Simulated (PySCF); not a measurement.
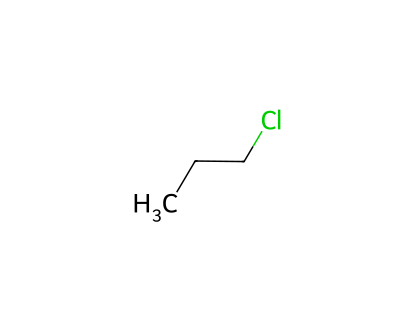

A structural formula.

**Transcribe the drawing into SMILES.**

CCCCl

**Give the formula, hydrogens included.**

C3H7Cl.

**An optimisation with GFN2-xTB gave a structure of which point group?**

Cs. Other conformers may differ.

More results for the same structure follow; atom numbers are the same in all pictures, views and colours differ. The computed structure is the end point of a GFN2-xTB optimisation. No frequency run is at hand to confirm it as a minimum.

### Shape

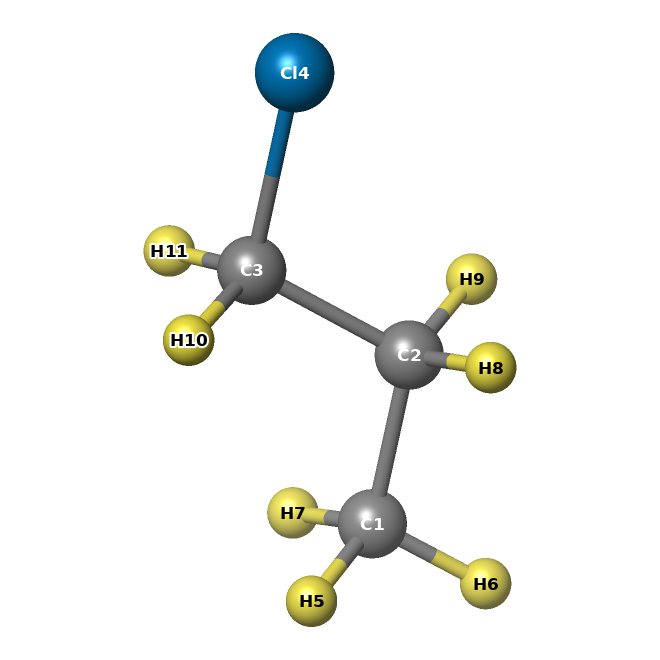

Numbered structure. No frequency run is at hand to confirm it as a minimum.

Give these bond angles: C2–C1–H6, C2–C1–H5, C1–C2–C3, C1–C2–H8, C3–C2–H8, C2–C3–Cl4, C2–C3–H10, Cl4–C3–H10.

| angle | degrees |
| --- | --- |
| C2–C1–H6 | 110.2 |
| C2–C1–H5 | 110.6 |
| C1–C2–C3 | 110.7 |
| C1–C2–H8 | 109.8 |
| C3–C2–H8 | 109.3 |
| C2–C3–Cl4 | 110.7 |
| C2–C3–H10 | 111.3 |
| Cl4–C3–H10 | 106.8 |

### Electronic properties

No frequency run is at hand to confirm it as a minimum. Properties computed with PBE0/pcSseg-1, gas phase (PySCF 2.14.0).

**Give the LUMO energy (Kohn–Sham orbital) at this level.**

0.86 eV.

**What is the dipole moment?**

2.26 D.

**Estimate the HOMO energy (Kohn–Sham orbital).**

−8.31 eV.

### Bond orders

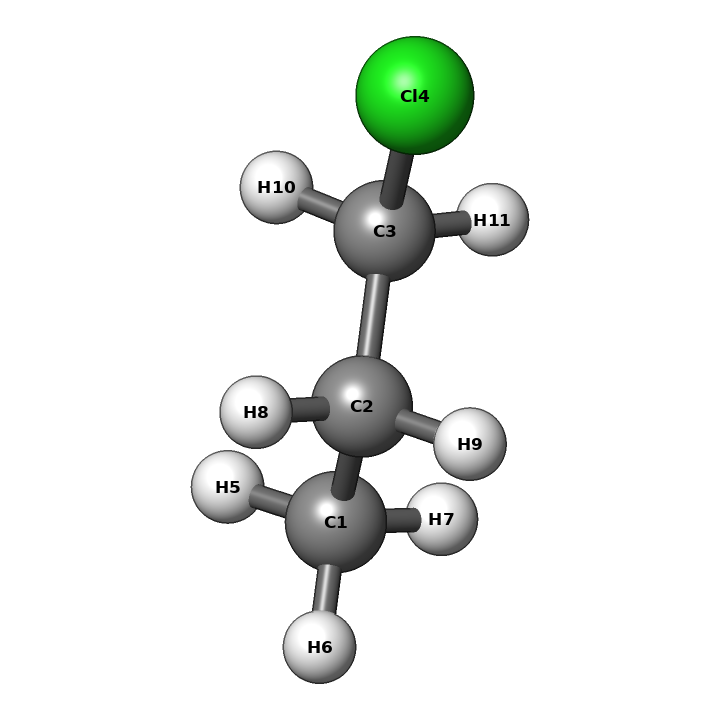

Every bond is drawn as one stick. No frequency run is at hand to confirm it as a minimum. Level of theory: PBE0/pcSseg-1 (PySCF 2.14.0).

List the Mayer bond orders of C1–C2, C1–H6, C1–H5, C2–C3, C2–H8, C3–Cl4, C3–H10 (one bond of each equivalent set).

```tsv
bond	Mayer order	length (Å)
C1–C2	1.05	1.525
C1–H6	0.97	1.087
C1–H5	0.97	1.088
C2–C3	1.01	1.519
C2–H8	0.95	1.091
C3–Cl4	0.98	1.785
C3–H10	0.94	1.090
```

### NMR shielding

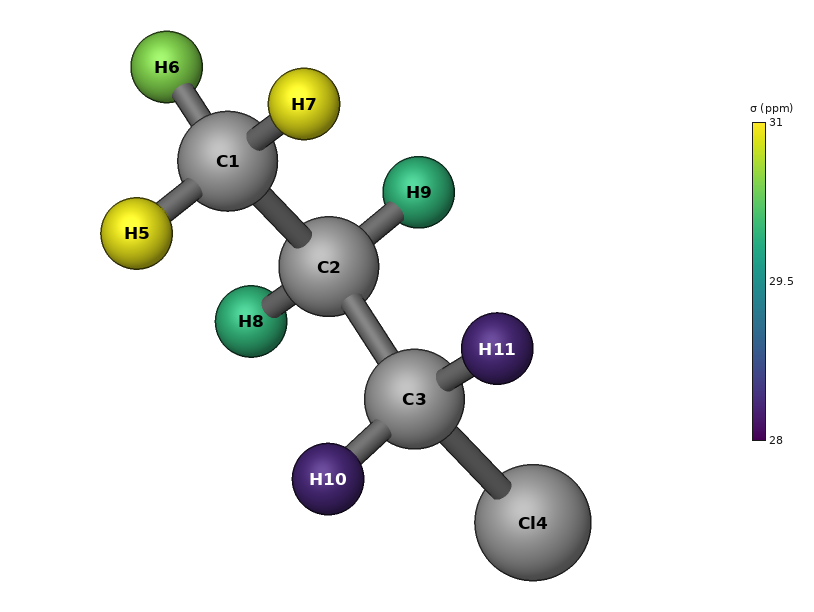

Atoms are coloured by their isotropic NMR shieldings (H only, the others grey). No frequency run is at hand to confirm it as a minimum. Level of theory: GIAO PBE0/pcSseg-1 NMR shielding, non-relativistic, gas phase (PySCF 2.14.0).

List the isotropic NMR shieldings of the H atoms.

```csv
atom,σ (ppm)
H5,30.90
H6,30.43
H7,30.90
H8,29.98
H9,29.98
H10,28.34
H11,28.33
```

### Charges

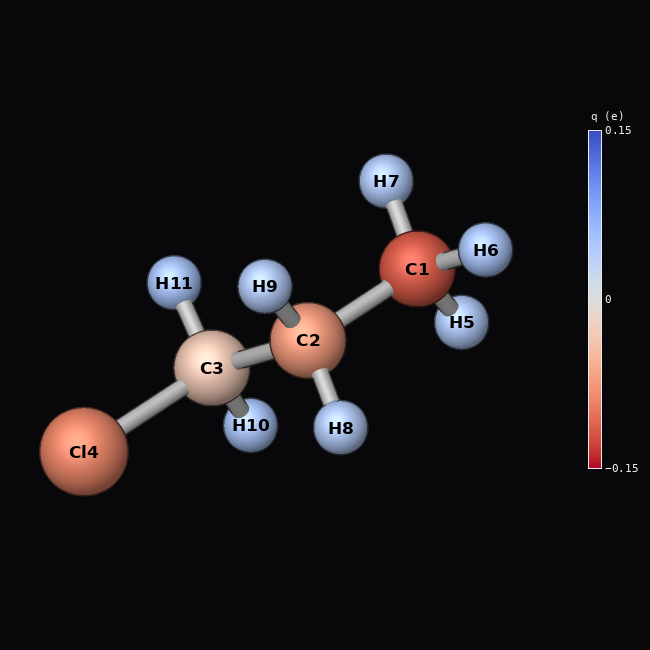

Atoms are coloured by their Hirshfeld charges. No frequency run is at hand to confirm it as a minimum. Level of theory: PBE0/pcSseg-1, gas phase (PySCF 2.14.0).

List the Hirshfeld charges.

| atom | value (e) |
| --- | --- |
| C1 | −0.11 |
| C2 | −0.07 |
| C3 | −0.03 |
| Cl4 | −0.09 |
| H5 | 0.04 |
| H6 | 0.05 |
| H7 | 0.04 |
| H8 | 0.04 |
| H9 | 0.04 |
| H10 | 0.05 |
| H11 | 0.05 |
